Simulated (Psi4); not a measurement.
# AlH (SMILES [AlH]): CCSD/def2-TZVPPD

Aim: the vertical ionisation energy of AlH at CCSD/def2-TZVPPD, from 2 runs. 

The calculation is run with Psi4 1.11.

2 further runs of the same task are left out: 2 set aside as unsound or not needed.

## Step 1: The system as given

AlH: 2 atoms, total charge 0, spin state singlet. As SMILES, `[AlH]`. The coordinates come from a PBE0-D4/def2-TZVP relaxation.

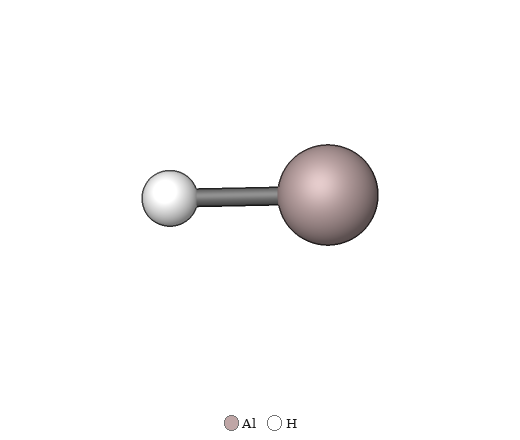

The structure, seen from a chosen angle (aluminium light grey, hydrogen white).

## Step 2: A single-point energy at CCSD/def2-TZVPPD

run_ase.py

```python
import numpy as np
from ase.calculators.psi4 import Psi4
from ase import Atoms

a = Atoms(['Al', 'H'], positions=[
    [0.000000, 0.000000, -0.025640],
    [0.000000, 0.000000, 1.639110],
])
calc = Psi4(atoms=a, method='ccsd', basis='def2-TZVPPD', memory='1600MB', num_threads=1, charge=0, multiplicity=1, label='psi4-calc')
calc.psi4.set_options({'puream': True, 'e_convergence': 1e-09, 'd_convergence': 1e-08, 'scf_type': 'pk', 'num_frozen_docc': 5})
a.calc = calc

print(f'energy: {a.get_potential_energy():.6f} eV')
```

Run with:

```
$ python run_ase.py
```

psi4-calc.dat:

```text
[...]
  Running in c1 symmetry.
[...]
  Nuclear repulsion =    4.132334427817990
[...]
  Multiplicity = 1
[...]
  Nalpha       = 7
  Nbeta        = 7
[...]
    Number of basis functions: 65
[...]
   @RHF iter   1:  -242.45374187592142   -5.52386e-01   1.80750e-03 ADIIS/DIIS
[...]
   @RHF iter   8:  -242.45793538680908   -3.75167e-11   8.08033e-09 DIIS
[...]
    Orbital Energies [Eh]
    ---------------------
    Doubly Occupied:
       1A    -58.489664     2A     -4.901583     3A     -3.210901
       4A     -3.210901     5A     -3.209819     6A     -0.494078
       7A     -0.289243
[...]
  @RHF Final Energy:  -242.45793538680908
   => Energetics <=
    Nuclear Repulsion Energy =              4.1323344278179901
    One-Electron Energy =                -345.5681620810137815
    Two-Electron Energy =                  98.9778922663867320
    Total Energy =                       -242.4579353868090834
[...]
 Multipole Moments:
 ------------------------------------------------------------------------------------
     Multipole            Electronic (a.u.)      Nuclear  (a.u.)        Total (a.u.)
 ------------------------------------------------------------------------------------
 L = 1.  Multiply by 2.5417464519 to convert [e a0] to [Debye]
 Dipole X            :          0.0000000            0.0000000            0.0000000
 Dipole Y            :         -0.0000000            0.0000000           -0.0000000
 Dipole Z            :         -1.5498814            1.5600499            0.0101685
 Magnitude           :                                                    0.0101685
[...]
      * MP2 total energy                      = -242.520234049166646
[...]
      * CCSD total energy                     = -242.540563373872999
```

The script printed:

```text
energy: -6599.864897 eV
```

Run time: 2.9 s. Hardware: 1 thread of Intel Xeon 6975P-C (Granite Rapids), shared host; peak memory 0.37 GiB.

## Step 3: The doublet cation

job.json

```json
{
 "schema_name": "qcschema_input",
 "schema_version": 1,
 "molecule": {
  "schema_name": "qcschema_molecule",
  "schema_version": 2,
  "symbols": ["Al", "H"],
  "geometry": [0.0, 0.0, -0.04845258, 0.0, 0.0, 3.09746899],
  "molecular_charge": 1,
  "molecular_multiplicity": 2,
  "fix_symmetry": "c1"
 },
 "driver": "energy",
 "model": {
  "method": "ccsd",
  "basis": "def2-TZVPPD"
 },
 "keywords": {
  "reference": "uhf",
  "puream": true,
  "e_convergence": 1e-09,
  "d_convergence": 1e-08,
  "scf_type": "pk",
  "num_frozen_docc": 5,
  "maxiter": 100
 }
}
```

Run with:

```
$ psi4 --qcschema job.json -n 1 --memory 1600MB
```

stdout:

```text
[...]
  Running in c1 symmetry.
[...]
  Nuclear repulsion =    4.132334424344851
[...]
  Multiplicity = 2
[...]
  Nalpha       = 7
  Nbeta        = 6
[...]
    Number of basis functions: 65
[...]
   @UHF iter   1:  -242.15893650462647   -2.57581e-01   2.36812e-03 DIIS/ADIIS
[...]
   @UHF iter  12:  -242.19138853819939   -2.55795e-12   3.51947e-09 DIIS
[...]
   @S^2 Observed:                7.853362837E-01
[...]
    Orbital Energies [Eh]
    ---------------------
    Alpha Occupied:
       1A    -58.817034     2A     -5.226193     3A     -3.536379
       4A     -3.533546     5A     -3.533546     6A     -0.802415
       7A     -0.621737
    Alpha Virtual:
       8A     -0.206972     9A     -0.206972    10A     -0.094569
      11A     -0.091932    12A     -0.045358    13A     -0.045358
      14A     -0.041912    15A     -0.041912    16A     -0.006841
      17A      0.035420    18A      0.095378    19A      0.095378
      20A      0.106212    21A      0.106212    22A      0.133022
      23A      0.133022    24A      0.135846    25A      0.180189
[...]
  @UHF Final Energy:  -242.19138853819939
   => Energetics <=
    Nuclear Repulsion Energy =              4.1323344243448510
    One-Electron Energy =                -341.2545629644371843
    Two-Electron Energy =                  94.9308400018929603
    Total Energy =                       -242.1913885381993907
  UHF NO Occupations:
  HONO-2 :    5  A 1.9999931
  HONO-1 :    6  A 1.9821864
[...]
 Multipole Moments:
 ------------------------------------------------------------------------------------
     Multipole            Electronic (a.u.)      Nuclear  (a.u.)        Total (a.u.)
 ------------------------------------------------------------------------------------
 L = 1.  Multiply by 2.5417464519 to convert [e a0] to [Debye]
 Dipole X            :         -0.0000000            0.0000000           -0.0000000
 Dipole Y            :          0.0000000            0.0000000            0.0000000
 Dipole Z            :         -1.7519016            1.5600499           -0.1918517
 Magnitude           :                                                    0.1918517
[...]
      * MP2 total energy                      = -242.224501876275582
[...]
      * CCSD total energy                     = -242.237603931621948
[...]
```

The result, in JSON:

```text
{
 "driver": "energy",
 "model": {
  "method": "ccsd",
  "basis": "def2-TZVPPD"
 },
 "success": true,
 "return_result": -242.23760393162195,
 "properties": {
  "calcinfo_nbasis": 65,
  "calcinfo_nmo": 65,
  "calcinfo_nalpha": 7,
  "calcinfo_nbeta": 6,
  "calcinfo_natom": 2,
  "nuclear_repulsion_energy": 4.132334424344851,
  "return_energy": -242.23760393162195,
  "scf_one_electron_energy": -341.2545629644372,
  "scf_two_electron_energy": 94.93084000189296,
  "scf_dipole_moment": [-4.099222712993075e-11, 1.3625363342392217e-10, -0.19185172118218663],
  "scf_total_energy": -242.1913885381994,
  "scf_iterations": 12,
  "mp2_same_spin_correlation_energy": -0.001193536839918859,
  "mp2_opposite_spin_correlation_energy": -0.03191980123666138,
  "mp2_singles_energy": -9.502451806952959e-29,
  "mp2_doubles_energy": -0.03311333807658024,
  "mp2_correlation_energy": -0.03311333807658024,
  "mp2_total_energy": -242.22450187627558,
  "ccsd_same_spin_correlation_energy": -0.0015120682469874887,
  "ccsd_opposite_spin_correlation_energy": -0.04470332517596966,
  "ccsd_singles_energy": 5.933428068325592e-17,
  "ccsd_doubles_energy": -0.04621539342295715,
  "ccsd_correlation_energy": -0.046215393422957086,
  "ccsd_total_energy": -242.23760393162195,
  "ccsd_iterations": 14
 }
}
```

Wall time 5.7 s (1 thread of Intel Xeon 6975P-C (Granite Rapids), shared host); peak memory 0.38 GiB.

## Step 4: Summary of results

At CCSD/def2-TZVPPD, 5 core orbitals frozen:

| quantity | value |
| --- | --- |
| singlet AlH: total energy | -242.54056 Eh |
| singlet AlH: HOMO energy (Hartree–Fock orbitals) | -7.87 eV |
| singlet AlH: LUMO energy (Hartree–Fock orbitals) | 0.82 eV |
| singlet AlH: HOMO–LUMO gap (Hartree–Fock orbitals) | 8.69 eV |
| singlet AlH: correlation energy (5 core orbitals frozen) | -82.6 mEh |
| singlet AlH: T1 diagnostic | 0.014 |
| doublet cation: total energy | -242.23760 Eh |
| doublet cation: HOMO energy (Hartree–Fock orbitals) (highest over α and β) | -16.92 eV |
| doublet cation: LUMO energy (Hartree–Fock orbitals) (lowest over α and β) | -6.73 eV |
| doublet cation: correlation energy (5 core orbitals frozen) | -46.2 mEh |
| doublet cation: ⟨S²⟩ of the reference determinant | 0.785 |
| doublet cation: T1 diagnostic | 0.034 |
| vertical ionisation energy (to the doublet cation) | 8.244 eV |

**Reading.** The vertical ionisation energy comes to 8.24 eV (795 kJ/mol).
